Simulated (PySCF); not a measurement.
# CuN: from the state search to spectroscopic constants, part 1 of 2

One job finds the state of CuN, follows it along the bond with each method and fits the curves.

Program: PySCF 2.14.0. Level of theory: Cu def2-TZVPPD, N def2-TZVPPD, no relativity. These are calculated values, not measurements.

### Step 1. Set-up

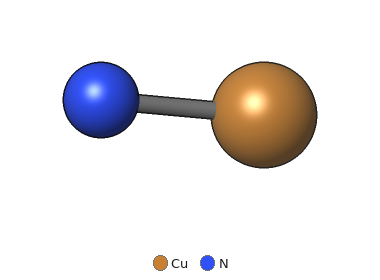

The two atoms at the starting distance (copper orange, nitrogen blue).

Settings of the job:

```json
{
  "atoms": "Cu, N",
  "charge": "0",
  "basis": "Cu def2-TZVPPD, N def2-TZVPPD",
  "Hamiltonian": "no relativity",
  "basis functions": "104",
  "electrons treated": "36",
  "masses in u": "62.9296, 14.0031",
  "levels": "PBE0, PBE, r²SCAN, r²SCAN0, M06, revPBE, TPSSh, PW91, CAM-B3LYP, HF, MP2, SCS-MP2",
  "grid": "80 radial by 434 angular points",
  "occupations": "held fixed by the projection of orbital angular momentum",
  "dissociation limit": "Cu + N, each in its ground configuration",
  "starting distance in angstrom": "1.790",
  "values of 2S to try": "0, 2, 4, 6"
}
```

Run with:

```sh
$ OMP_NUM_THREADS=2 python dia.py task.json out
```

After the search, every level is run at each distance in turn; below they are sorted by level.

### Step 2. State search with unrestricted PBE0

At the starting distance of 1.790 Å the search finds these solutions (others can lie among them):

```
2Ms+1        unpaired          term  E (eV)  ⟨S²⟩  ⟨Lz²⟩  μ (D)
    3            π ↑↑           ³Σ⁻    0.00  2.06   0.00  -3.69
    1            π ↑↓  not assigned    0.53  1.01   2.01  -3.95
    3        σ ↑, π ↑            ³Π    1.48  2.03   1.02  -4.85
    5      σ ↑↑, π ↑↑           ⁵Σ⁻    1.62  6.01   0.00   0.54
    1        σ ↓, π ↑  not assigned    1.87  1.03   1.02  -4.86
    1            none  not assigned    1.98  0.00   2.00  -4.25
    1      σ ↓↓, π ↑↑  not assigned    2.32  2.01   0.00  -0.18
    3      σ ↑↑, π ↑↓  not assigned    2.50  3.01   2.01   0.17
    1        σ ↓, π ↑  not assigned    2.89  1.57   1.01  -0.35
    3        σ ↑, π ↑  not assigned    3.09  2.42   1.73  -0.01
    5  σ ↑, π ↑↑, δ ↑            ⁵Δ    3.51  6.01   4.00  -1.34
    5      σ ↑, π ↑↑↑            ⁵Π    3.55  6.01   1.00  -1.32
    3  σ ↑, π ↑↑, δ ↓  not assigned    3.61  3.02   4.00  -1.10
    3  σ ↓, π ↑↑, δ ↑  not assigned    3.90  3.01   4.00  -1.39
```

A term symbol stands only where ⟨S²⟩ and ⟨Lz²⟩ are near those of a pure state. A positive dipole means Cu(−)N(+).

The most promising solutions are followed along the bond (rough minima from three points):

```
2Ms+1    unpaired  R at minimum (Å)  energy at minimum (eV)
    3        π ↑↑              1.81                    0.00
    1        π ↑↓              1.79                    0.53
    3    σ ↑, π ↑              1.74                    1.47
    5  σ ↑↑, π ↑↑     not bracketed                  ≤ 1.61
```

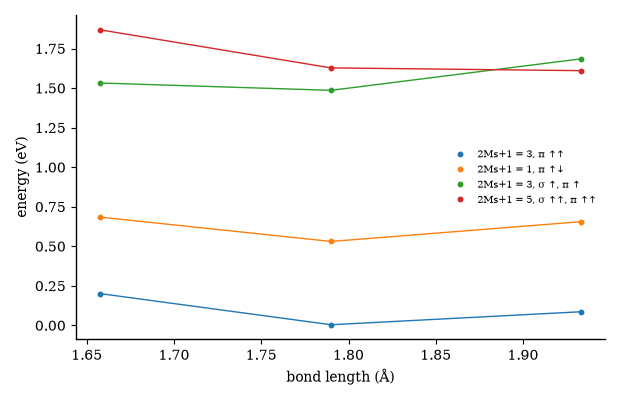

The followed solutions along the bond.

The search made 20 SCF attempts at the starting distance; with the short scans it took 44 s of wall time (2 threads of Arm Neoverse V2, shared host).

### Step 3. First curve: PBE0

State followed: ³Σ⁻ (triplet), unpaired electrons π ↑↑. The scan is laid around 1.814 Å.

Output of the SCF at 1.814 Å:

```text
******** <class 'pyscf.dft.uks_symm.SymAdaptedUKS'> ********
method = SymAdaptedUKS
initial guess = minao
damping factor = 0
level_shift factor = 0
DIIS = <class 'pyscf.scf.diis.CDIIS'>
diis_start_cycle = 1
diis_space = 10
diis_damp = 0
SCF conv_tol = 1e-09
SCF conv_tol_grad = None
SCF max_cycles = 60
direct_scf = False
max_memory 4900 MB (current use 828 MB)
number electrons alpha = 19  beta = 17
XC library pyscf.dft.libxc version 7.0.0
    S. Lehtola, C. Steigemann, M. J.T. Oliveira, and M. A.L. Marques.,  SoftwareX 7, 1–5 (2018)
XC functionals = PBE0
    C. Adamo and V. Barone.,  J. Chem. Phys. 110, 6158 (1999)
    M. Ernzerhof and G. E. Scuseria.,  J. Chem. Phys. 110, 5029 (1999)
small_rho_cutoff = 0
Overwritten attributes  get_k get_hcore get_occ get_j get_jk  of <class 'pyscf.dft.uks_symm.SymAdaptedUKS'>
<class 'pyscf.dft.uks_symm.SymAdaptedUKS'> does not have attributes  refdm
Set gradient conv threshold to 3.16228e-05
init E= -1694.85178087357
cycle= 1 E= -1694.85238665439  delta_E= -0.000606  |g|= 0.0196  |ddm|= 0.0209
cycle= 2 E= -1694.8515202774  delta_E= 0.000866  |g|= 0.0679  |ddm|= 0.0456
cycle= 3 E= -1694.85248524665  delta_E= -0.000965  |g|= 0.0038  |ddm|= 0.0275
cycle= 4 E= -1694.85249250495  delta_E= -7.26e-06  |g|= 0.00164  |ddm|= 0.00616
cycle= 5 E= -1694.8524939093  delta_E= -1.4e-06  |g|= 0.000712  |ddm|= 0.00178
cycle= 6 E= -1694.85249412674  delta_E= -2.17e-07  |g|= 0.000115  |ddm|= 0.000996
cycle= 7 E= -1694.852494161  delta_E= -3.43e-08  |g|= 6.86e-05  |ddm|= 0.000416
cycle= 8 E= -1694.85249419359  delta_E= -3.26e-08  |g|= 3.36e-05  |ddm|= 0.000664
cycle= 9 E= -1694.85249420137  delta_E= -7.77e-09  |g|= 8.5e-06  |ddm|= 0.000452
cycle= 10 E= -1694.8524942015  delta_E= -1.31e-10  |g|= 4.41e-06  |ddm|= 5.22e-05
Extra cycle  E= -1694.85249420148  delta_E= 1.77e-11  |g|= 1.31e-05  |ddm|= 6.48e-06
converged SCF energy = -1694.85249420148  <S^2> = 2.0627388  2S+1 = 3.0415383
```

Points of the scan, energies from the lowest:

```
 R (Å)  E (eV)  μ (D)  Mulliken charge of Cu (e)  Mayer bond order  ⟨S²⟩  HOMO (eV)  LUMO (eV)
1.5600  0.6614  -3.37                       0.42              1.55  2.04      -6.37      -2.42
1.6326  0.2843  -3.51                       0.29              1.48  2.04      -6.37      -2.45
1.7052  0.0841  -3.61                       0.20              1.39  2.05      -6.35      -2.48
1.7596  0.0164  -3.66                       0.15              1.33  2.06      -6.34      -2.50
1.8140  0.0000  -3.70                       0.12              1.26  2.06      -6.31      -2.52
1.8684  0.0218  -3.72                       0.11              1.20  2.07      -6.29      -2.55
1.9410  0.0934  -3.71                       0.11              1.12  2.09      -6.25      -2.58
2.0317  0.2265  -3.67                       0.13              1.03  2.12      -6.18      -2.61
2.1405  0.4179  -3.53                       0.14              0.92  2.18      -6.10      -2.65
2.2856  0.6812  -3.23                       0.15              0.77  2.29      -5.98      -2.70
```

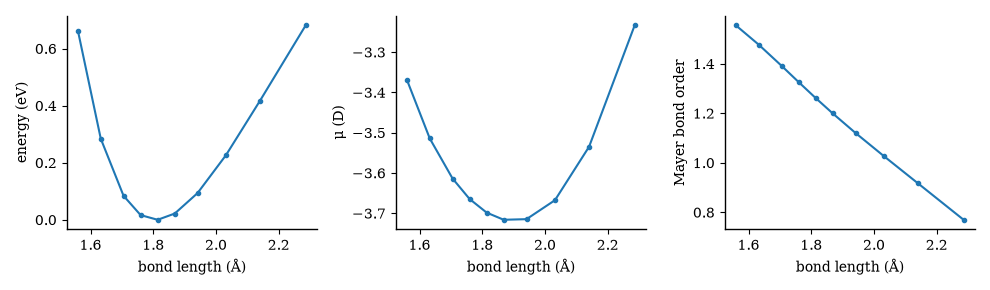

The PBE0 energy and properties against bond length.

Fit: Re = 1.807 Å, ωe = 562 cm⁻¹, ωexe = 4.52 cm⁻¹, αe = 0.00498 cm⁻¹, Be = 0.4505 cm⁻¹, De = 1.74 eV, μ = -3.70 D.

Orbitals nearest the gap at 1.814 Å:

```
spin  orbital  ε (eV)  filled                         made of
   β        π   -8.82     yes                       Cu d 96 %
   β        π   -8.82     yes                       Cu d 96 %
   α        δ   -8.79     yes                      Cu d 100 %
   α        δ   -8.79     yes                      Cu d 100 %
   β        δ   -8.69     yes                      Cu d 100 %
   β        δ   -8.69     yes                      Cu d 100 %
   α        π   -7.73     yes             N p 60 %, Cu d 38 %
   α        π   -7.73     yes             N p 60 %, Cu d 38 %
   α        σ   -7.18     yes  N p 40 %, Cu d 32 %, Cu s 28 %
   β        σ   -6.31     yes  Cu s 57 %, N p 36 %, Cu d 10 %
   α        σ   -2.52      no  Cu s 63 %, Cu p 21 %, N p 10 %
   β        σ   -2.34      no  Cu s 37 %, Cu p 31 %, N p 22 %
   β        π   -2.01      no             N p 63 %, Cu p 33 %
   α        π    0.21      no                       Cu p 94 %
```

Polarisability there: 59.8 bohr³ along the bond, 31.2 across it.

### Step 4. Fields at the reference distance

The fields below are evaluated on a grid from the run's orbitals.

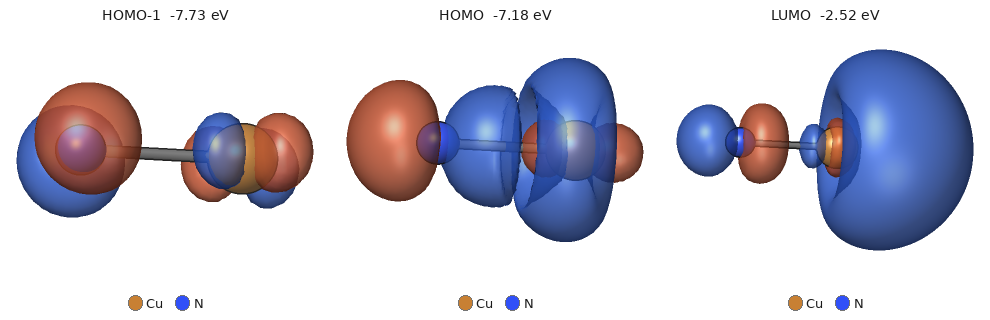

Frontier orbitals at PBE0 (alpha spin); each surface holds 70 % of the orbital's density, blue and red mark the sign.

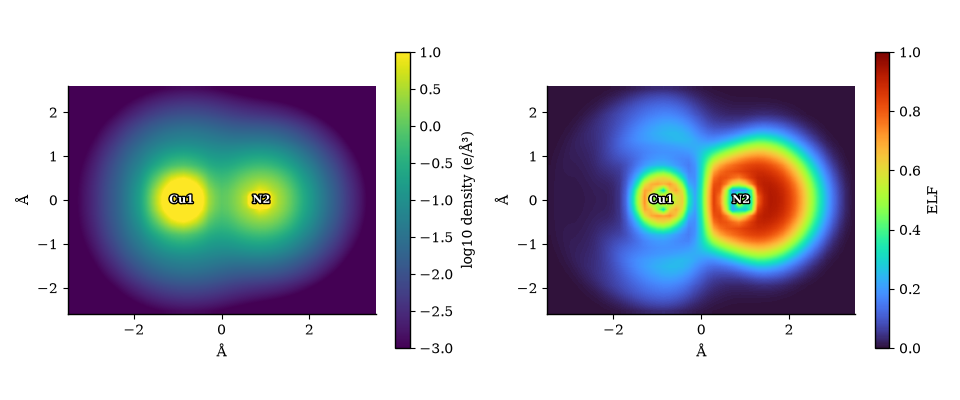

Density (left) and ELF (right) in a plane through or near 2 of the atoms.

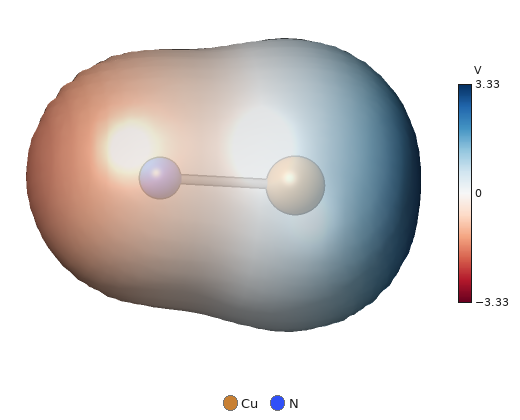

The potential that a unit positive charge feels on the 0.002 e/bohr³ surface, from -1.63 V near N2 to 3.33 V near Cu1.

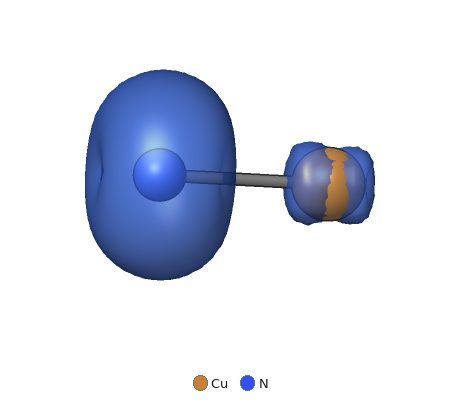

Spin density at ±0.09 e/Å³ (alpha excess blue, beta excess red).

### Step 5. Excited determinants

State 2: Ms = 0 determinant of mixed spin (⟨S²⟩ = 1.01), unpaired electrons π ↑↓, an excited solution.

Output of the SCF at 1.814 Å:

```text
[... 13 set-up lines left out, the same as in an earlier log ...]
max_memory 4900 MB (current use 849 MB)
number electrons alpha = 18  beta = 18
[... 7 set-up lines left out, the same as in an earlier log ...]
init E= -1694.83192149306
cycle= 1 E= -1694.83275743692  delta_E= -0.000836  |g|= 0.021  |ddm|= 0.0207
cycle= 2 E= -1694.83167629408  delta_E= 0.00108  |g|= 0.0755  |ddm|= 0.0481
cycle= 3 E= -1694.83286718697  delta_E= -0.00119  |g|= 0.00338  |ddm|= 0.03
cycle= 4 E= -1694.83287219871  delta_E= -5.01e-06  |g|= 0.00193  |ddm|= 0.0059
cycle= 5 E= -1694.8328741404  delta_E= -1.94e-06  |g|= 0.000749  |ddm|= 0.00225
cycle= 6 E= -1694.83287428369  delta_E= -1.43e-07  |g|= 9.41e-05  |ddm|= 0.000595
cycle= 7 E= -1694.83287428764  delta_E= -3.95e-09  |g|= 1.61e-05  |ddm|= 0.000106
cycle= 8 E= -1694.83287428796  delta_E= -3.25e-10  |g|= 3.32e-06  |ddm|= 3.39e-05
Extra cycle  E= -1694.83287428798  delta_E= -1.36e-11  |g|= 6.5e-06  |ddm|= 9.89e-06
converged SCF energy = -1694.83287428798  <S^2> = 1.0067585  2S+1 = 2.2421048
```

Re = 1.786 Å, ωe = 592 cm⁻¹; the determinant mixes terms (⟨S²⟩ = 1.01, ⟨Lz²⟩ = 2.01), so these belong to no real state. Its minimum lies 0.53 eV above that of the lowest state.

State 3: ³Π (triplet), unpaired electrons σ ↑, π ↑, an excited solution.

The SCF at the reference distance, 1.814 Å, printed:

```text
[... 22 set-up lines left out, the same as in an earlier log ...]
init E= -1694.79465630271
cycle= 1 E= -1694.79716057701  delta_E= -0.0025  |g|= 0.0139  |ddm|= 0.0201
cycle= 2 E= -1694.79688902731  delta_E= 0.000272  |g|= 0.0428  |ddm|= 0.0185
cycle= 3 E= -1694.79720224648  delta_E= -0.000313  |g|= 0.00144  |ddm|= 0.0126
cycle= 4 E= -1694.79720321517  delta_E= -9.69e-07  |g|= 0.000766  |ddm|= 0.00157
cycle= 5 E= -1694.79720333285  delta_E= -1.18e-07  |g|= 0.000771  |ddm|= 0.000915
cycle= 6 E= -1694.79720360947  delta_E= -2.77e-07  |g|= 0.000227  |ddm|= 0.000973
cycle= 7 E= -1694.79720364386  delta_E= -3.44e-08  |g|= 4.19e-05  |ddm|= 0.000429
cycle= 8 E= -1694.79720364997  delta_E= -6.11e-09  |g|= 1.67e-05  |ddm|= 0.000269
cycle= 9 E= -1694.79720365054  delta_E= -5.78e-10  |g|= 7.43e-06  |ddm|= 8.22e-05
Extra cycle  E= -1694.79720365051  delta_E= 3.93e-11  |g|= 2.03e-05  |ddm|= 9.86e-06
converged SCF energy = -1694.79720365051  <S^2> = 2.0347128  2S+1 = 3.0230533
```

Re = 1.740 Å, ωe = 626 cm⁻¹, ωexe = 4.80 cm⁻¹, αe = 0.00536 cm⁻¹, Be = 0.4863 cm⁻¹, μ = -4.73 D. Its minimum lies 1.47 eV above that of the lowest state.

State 4: ⁵Σ⁻ (quintet), unpaired electrons σ ↑↑, π ↑↑, an excited solution.

The SCF at the reference distance, 1.814 Å, printed:

```text
[... 13 set-up lines left out, the same as in an earlier log ...]
max_memory 4900 MB (current use 850 MB)
number electrons alpha = 20  beta = 16
[... 7 set-up lines left out, the same as in an earlier log ...]
init E= -1694.79179632189
cycle= 1 E= -1694.79319973716  delta_E= -0.0014  |g|= 0.0184  |ddm|= 0.0297
cycle= 2 E= -1694.79203917242  delta_E= 0.00116  |g|= 0.0791  |ddm|= 0.038
cycle= 3 E= -1694.79327910261  delta_E= -0.00124  |g|= 0.00273  |ddm|= 0.0267
cycle= 4 E= -1694.79328205129  delta_E= -2.95e-06  |g|= 0.00111  |ddm|= 0.00223
cycle= 5 E= -1694.79328271064  delta_E= -6.59e-07  |g|= 0.000415  |ddm|= 0.00138
cycle= 6 E= -1694.79328289381  delta_E= -1.83e-07  |g|= 0.000296  |ddm|= 0.000692
cycle= 7 E= -1694.79328299176  delta_E= -9.8e-08  |g|= 0.000322  |ddm|= 0.000722
cycle= 8 E= -1694.79328305951  delta_E= -6.77e-08  |g|= 6.89e-05  |ddm|= 0.000775
cycle= 9 E= -1694.79328306372  delta_E= -4.22e-09  |g|= 5.4e-06  |ddm|= 0.000234
cycle= 10 E= -1694.79328306379  delta_E= -6.32e-11  |g|= 1.46e-06  |ddm|= 3.39e-05
Extra cycle  E= -1694.79328306378  delta_E= 6.82e-12  |g|= 5.11e-06  |ddm|= 3.53e-06
converged SCF energy = -1694.79328306378  <S^2> = 6.0116243  2S+1 = 5.0046476
```

Re = 1.872 Å, ωe = 404 cm⁻¹, ωexe = 10.2 cm⁻¹, αe = 0.00938 cm⁻¹, Be = 0.4199 cm⁻¹, μ = 0.47 D. Its minimum lies 1.60 eV above that of the lowest state.

Energy (eV) from the lowest point of the lowest state:

```
R (Å)  lowest  state 2  state 3  state 4
1.560   0.661    1.111    1.850    2.331
1.633   0.284    0.759    1.582    1.955
1.705   0.084    0.584    1.475    1.742
1.760   0.016    0.533    1.468    1.655
1.814   0.000    0.534    1.505    1.611
1.868   0.022    0.572    1.573    1.598
1.941   0.093    0.665    1.698    1.612
2.032   0.227    0.826    1.887    1.656
2.140   0.418    1.056    2.138    1.722
2.286   0.681    1.389    2.480    1.794
```

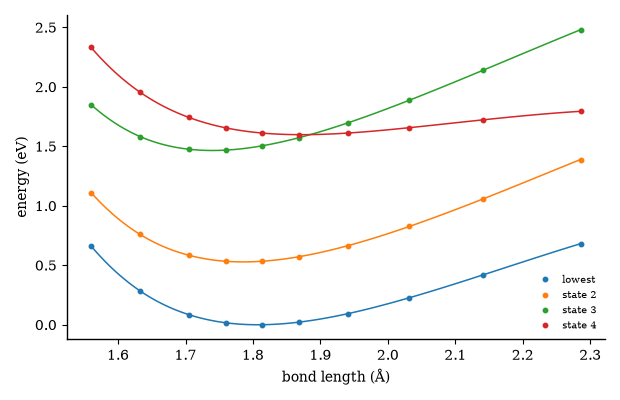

PBE0 curves of the followed states.

### Step 6. PBE

The SCF at the reference distance, 1.814 Å, printed:

```text
[... 17 set-up lines left out, the same as in an earlier log ...]
XC functionals = PBE
    J. P. Perdew, K. Burke, and M. Ernzerhof.,  Phys. Rev. Lett. 77, 3865 (1996)
    J. P. Perdew, K. Burke, and M. Ernzerhof.,  Phys. Rev. Lett. 78, 1396 (1997)
    J. P. Perdew, K. Burke, and M. Ernzerhof.,  Phys. Rev. Lett. 77, 3865 (1996)
    J. P. Perdew, K. Burke, and M. Ernzerhof.,  Phys. Rev. Lett. 78, 1396 (1997)
[... 2 set-up lines left out, the same as in an earlier log ...]
init E= -1694.85902590864
cycle= 1 E= -1694.81761394166  delta_E= 0.0414  |g|= 0.502  |ddm|= 0.353
cycle= 2 E= -1694.33388857972  delta_E= 0.484  |g|= 1.77  |ddm|= 0.774
cycle= 3 E= -1694.85191244616  delta_E= -0.518  |g|= 0.209  |ddm|= 0.642
cycle= 4 E= -1694.83540864691  delta_E= 0.0165  |g|= 0.243  |ddm|= 0.406
cycle= 5 E= -1694.86526382977  delta_E= -0.0299  |g|= 0.0444  |ddm|= 0.283
cycle= 6 E= -1694.86586788  delta_E= -0.000604  |g|= 0.00421  |ddm|= 0.033
cycle= 7 E= -1694.86588003668  delta_E= -1.22e-05  |g|= 0.000399  |ddm|= 0.00579
cycle= 8 E= -1694.86588011849  delta_E= -8.18e-08  |g|= 0.000137  |ddm|= 0.000618
cycle= 9 E= -1694.86588012816  delta_E= -9.67e-09  |g|= 3.34e-05  |ddm|= 0.000214
cycle= 10 E= -1694.86588012958  delta_E= -1.42e-09  |g|= 1.62e-05  |ddm|= 0.000124
cycle= 11 E= -1694.86588012987  delta_E= -2.87e-10  |g|= 5.62e-06  |ddm|= 5.87e-05
Extra cycle  E= -1694.86588012971  delta_E= 1.55e-10  |g|= 2.8e-05  |ddm|= 1.52e-05
converged SCF energy = -1694.86588012971  <S^2> = 2.0352534  2S+1 = 3.0234109
```

Re = 1.765 Å, ωe = 617 cm⁻¹, ωexe = 4.84 cm⁻¹, αe = 0.00515 cm⁻¹, Be = 0.4726 cm⁻¹, De = 2.43 eV, μ = -3.18 D.

### Step 7. r²SCAN (meta-GGA)

The SCF at the reference distance, 1.814 Å, printed:

```text
[... 17 set-up lines left out, the same as in an earlier log ...]
XC functionals = R2SCAN
    J. W. Furness, A. D. Kaplan, J. Ning, J. P. Perdew, and J. Sun.,  J. Phys. Chem. Lett. 11, 8208-8215 (2020)
    J. W. Furness, A. D. Kaplan, J. Ning, J. P. Perdew, and J. Sun.,  J. Phys. Chem. Lett. 11, 9248-9248 (2020)
    J. W. Furness, A. D. Kaplan, J. Ning, J. P. Perdew, and J. Sun.,  J. Phys. Chem. Lett. 11, 8208-8215 (2020)
    J. W. Furness, A. D. Kaplan, J. Ning, J. P. Perdew, and J. Sun.,  J. Phys. Chem. Lett. 11, 9248-9248 (2020)
[... 2 set-up lines left out, the same as in an earlier log ...]
init E= -1695.1221959153
cycle= 1 E= -1695.11912644523  delta_E= 0.00307  |g|= 0.177  |ddm|= 0.203
cycle= 2 E= -1695.03792980769  delta_E= 0.0812  |g|= 0.706  |ddm|= 0.286
cycle= 3 E= -1695.12402357989  delta_E= -0.0861  |g|= 0.0456  |ddm|= 0.23
cycle= 4 E= -1695.12453369388  delta_E= -0.00051  |g|= 0.0371  |ddm|= 0.0753
cycle= 5 E= -1695.12502261791  delta_E= -0.000489  |g|= 0.00605  |ddm|= 0.0317
cycle= 6 E= -1695.12503271725  delta_E= -1.01e-05  |g|= 0.000787  |ddm|= 0.00483
cycle= 7 E= -1695.12503329896  delta_E= -5.82e-07  |g|= 0.000451  |ddm|= 0.00164
cycle= 8 E= -1695.12503356701  delta_E= -2.68e-07  |g|= 8.32e-05  |ddm|= 0.00196
cycle= 9 E= -1695.12503359904  delta_E= -3.2e-08  |g|= 3.76e-05  |ddm|= 0.000844
cycle= 10 E= -1695.12503360206  delta_E= -3.02e-09  |g|= 2.51e-05  |ddm|= 0.000295
cycle= 11 E= -1695.12503360224  delta_E= -1.77e-10  |g|= 3.26e-06  |ddm|= 2.81e-05
Extra cycle  E= -1695.1250336022  delta_E= 4.09e-11  |g|= 1.44e-05  |ddm|= 9.53e-06
converged SCF energy = -1695.1250336022  <S^2> = 2.0729203  2S+1 = 3.0482259
```

Re = 1.765 Å, ωe = 614 cm⁻¹, ωexe = 5.13 cm⁻¹, αe = 0.00524 cm⁻¹, Be = 0.4724 cm⁻¹, De = 2.08 eV, μ = -3.30 D. 36 s of CPU time for 12 points, integrals apart.

### Step 8. r²SCAN0 (hybrid meta-GGA)

Output of the SCF at 1.814 Å:

```text
[... 13 set-up lines left out, the same as in an earlier log ...]
max_memory 4900 MB (current use 872 MB)
[... 3 set-up lines left out, the same as in an earlier log ...]
XC functionals = HYB_MGGA_XC_R2SCAN0
    M. Bursch, H. Neugebauer, S. Ehlert, and S. Grimme.,  J. Chem. Phys. 156, 134105 (2022)
[... 2 set-up lines left out, the same as in an earlier log ...]
init E= -1695.05655914789
cycle= 1 E= -1695.05635083935  delta_E= 0.000208  |g|= 0.0841  |ddm|= 0.0945
cycle= 2 E= -1695.04623486069  delta_E= 0.0101  |g|= 0.265  |ddm|= 0.103
cycle= 3 E= -1695.05752966085  delta_E= -0.0113  |g|= 0.00935  |ddm|= 0.0772
cycle= 4 E= -1695.05757709184  delta_E= -4.74e-05  |g|= 0.00305  |ddm|= 0.0114
cycle= 5 E= -1695.05759539592  delta_E= -1.83e-05  |g|= 0.00177  |ddm|= 0.01
cycle= 6 E= -1695.05760711333  delta_E= -1.17e-05  |g|= 0.00102  |ddm|= 0.00941
cycle= 7 E= -1695.05761448167  delta_E= -7.37e-06  |g|= 0.000561  |ddm|= 0.0103
cycle= 8 E= -1695.05761666345  delta_E= -2.18e-06  |g|= 9.86e-05  |ddm|= 0.00779
cycle= 9 E= -1695.05761672339  delta_E= -5.99e-08  |g|= 7.84e-05  |ddm|= 0.00126
cycle= 10 E= -1695.05761672653  delta_E= -3.14e-09  |g|= 2.08e-05  |ddm|= 0.000189
cycle= 11 E= -1695.057616727  delta_E= -4.68e-10  |g|= 3.82e-06  |ddm|= 7.92e-05
Extra cycle  E= -1695.05761672703  delta_E= -3e-11  |g|= 4.05e-06  |ddm|= 1.06e-05
converged SCF energy = -1695.05761672703  <S^2> = 2.1006061  2S+1 = 3.0663373
```

Re = 1.810 Å, ωe = 557 cm⁻¹, ωexe = 5.24 cm⁻¹, αe = 0.00527 cm⁻¹, Be = 0.4493 cm⁻¹, De = 1.51 eV, μ = -3.71 D.

### Step 9. M06

Log of the SCF at 1.814 Å:

```text
[... 13 set-up lines left out, the same as in an earlier log ...]
max_memory 4900 MB (current use 873 MB)
[... 3 set-up lines left out, the same as in an earlier log ...]
XC functionals = M06
    Y. Zhao and D. G. Truhlar.,  Theor. Chem. Acc. 120, 215 (2008)
    Y. Zhao and D. G. Truhlar.,  Theor. Chem. Acc. 120, 215 (2008)
[... 2 set-up lines left out, the same as in an earlier log ...]
init E= -1695.08402818414
cycle= 1 E= -1695.08692295679  delta_E= -0.00289  |g|= 0.0513  |ddm|= 0.276
cycle= 2 E= -1695.08366861369  delta_E= 0.00325  |g|= 0.155  |ddm|= 0.0806
cycle= 3 E= -1695.08744835773  delta_E= -0.00378  |g|= 0.00747  |ddm|= 0.0454
cycle= 4 E= -1695.08746534402  delta_E= -1.7e-05  |g|= 0.00897  |ddm|= 0.0223
cycle= 5 E= -1695.08751109723  delta_E= -4.58e-05  |g|= 0.00212  |ddm|= 0.00973
cycle= 6 E= -1695.08752382589  delta_E= -1.27e-05  |g|= 0.00145  |ddm|= 0.0127
cycle= 7 E= -1695.08752952857  delta_E= -5.7e-06  |g|= 0.000474  |ddm|= 0.00962
cycle= 8 E= -1695.08753067234  delta_E= -1.14e-06  |g|= 0.000174  |ddm|= 0.00535
cycle= 9 E= -1695.08753080842  delta_E= -1.36e-07  |g|= 7.86e-05  |ddm|= 0.00185
cycle= 10 E= -1695.08753081628  delta_E= -7.86e-09  |g|= 4.28e-05  |ddm|= 0.000284
cycle= 11 E= -1695.08753081774  delta_E= -1.47e-09  |g|= 4.11e-06  |ddm|= 0.000156
cycle= 12 E= -1695.08753081781  delta_E= -6.84e-11  |g|= 1.01e-06  |ddm|= 3.5e-05
Extra cycle  E= -1695.08753081781  delta_E= 9.09e-13  |g|= 1.38e-06  |ddm|= 4.31e-06
converged SCF energy = -1695.08753081781  <S^2> = 2.0994476  2S+1 = 3.0655816
```

Re = 1.812 Å, ωe = 563 cm⁻¹, ωexe = 5.32 cm⁻¹, αe = 0.00522 cm⁻¹, Be = 0.4485 cm⁻¹, De = 1.65 eV, μ = -3.20 D. 54 s of CPU time for 12 points, integrals apart.

(Continued in part 2 of 2.)
